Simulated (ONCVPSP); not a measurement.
**Pseudopotential generation, with input and output: W**

- system: tungsten (W, Z = 74), core [Kr] 4d10 4f14, reference valence 5s2 5p6 5d5 6s1, valence charge 14.
- method: ONCV potential, PBE, scalar-relativistic, made with ONCVPSP 4.0.1

**Input**
```
# ATOM AND REFERENCE CONFIGURATION
# atsym  z   nc   nv     iexc    psfile
  W 74.00   10    4        4      upf
#
#   n    l    f
    1    0    2.00
    2    0    2.00
    2    1    6.00
    3    0    2.00
    3    1    6.00
    3    2   10.00
    4    0    2.00
    4    1    6.00
    4    2   10.00
    4    3   14.00
    5    0    2.00
    5    1    6.00
    5    2    5.00
    6    0    1.00
#
# PSEUDOPOTENTIAL AND OPTIMIZATION
# lmax
    2
#
#   l,   rc,      ep,       ncon, nbas, qcut
    0    1.45    0.00    4    8   10.20
    1    1.85    0.00    4    6    7.80
    2    2.05    0.00    4    8    9.20
#
# LOCAL POTENTIAL
# lloc, lpopt,  rc(5),   dvloc0
    4    5    1.25   -1.00
#
# VANDERBILT-KLEINMAN-BYLANDER PROJECTORs
# l, nproj, debl
    0    3    2.80
    1    2    1.20
    2    2    2.60
#
# MODEL CORE CHARGE
# icmod, fcfact, rcfact
    2    0.35    1.10
#
# LOG DERIVATIVE ANALYSIS
# epsh1, epsh2, depsh
   -4.00    5.00    0.02
#
# OUTPUT GRID
# rlmax, drl
    6.00    0.01
#
# TEST CONFIGURATIONS
# ncnf
    4
# nvcnf
#   n    l    f
    4
    5    0    2.00
    5    1    6.00
    5    2    4.00
    6    0    2.00
#
    4
    5    0    2.00
    5    1    6.00
    5    2    4.00
    6    0    1.00
#
    4
    5    0    2.00
    5    1    6.00
    5    2    4.00
    6    0    0.00
#
    5
    5    0    2.00
    5    1    6.00
    5    2    4.00
    6    0    1.00
    6    1    1.00
#
```

Hardware: 1 CPU thread, shared host.

Launched with:
```bash
oncvpsp.x < W.dat > W.out
```

**The program's output (extracts)**
```
ONCVPSP  (Optimized Norm-Conservinng Vanderbilt PSeudopotential)
scalar-relativistic version 4.0.1

ONCVPSP  (Optimized Norm-Conservinng Vanderbilt PSeudopotential)
scalar-relativistic version 4.0.1 03/01/2019

While it is not required under the terms of the GNU GPL, it is
suggested that you cite D. R. Hamann, Phys. Rev. B 88, 085117 (2013)
in any publication utilizing these pseudopotentials.

test_data: must have ncon+3 <= nbas <= ncon+5, l=   1
 for nproj=2
ERROR: test_data found   1 ERROR; stopping
```

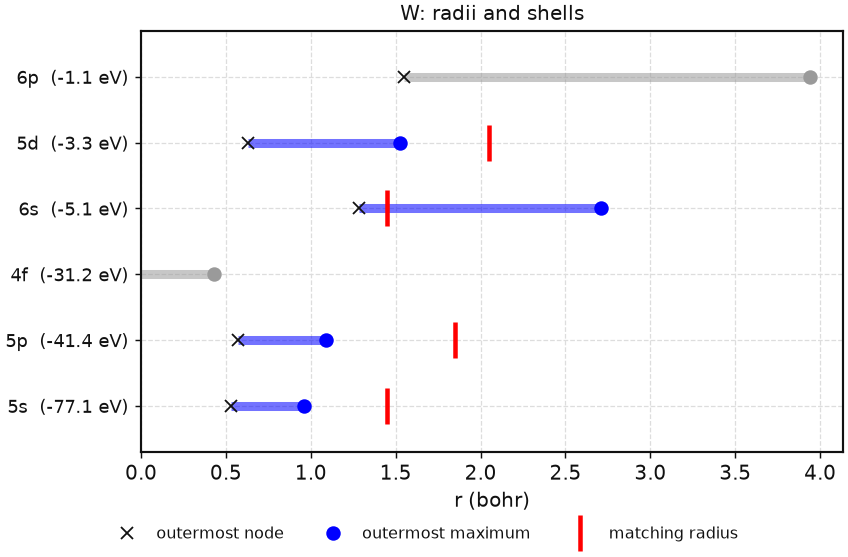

Fig. 1: Outer shells of the all-electron reference atom: each bar runs from the outermost node (or the nucleus) to the outermost maximum of u(r); the tick is the radius chosen for the pseudo-wave. Shells without a tick have no pseudo-wave of their own. Levels, nodes and maxima are from ld1.x, scalar-relativistic.

- Radii against the shells: 5s: 1.45 bohr, outside the maximum; 5p: 1.85 bohr, outside the maximum; 6s: 1.45 bohr, between node and maximum; 5d: 2.05 bohr, outside the maximum.

**What the run reported**

- outcome: refused by the program

**What went wrong**

The generator stopped with the message “test_data: must have ncon+3 <= nbas <= ncon+5, l= 1”. In words: the input breaks a rule of the program on the basis size: nbas must lie between ncon + 3 and ncon + 5.
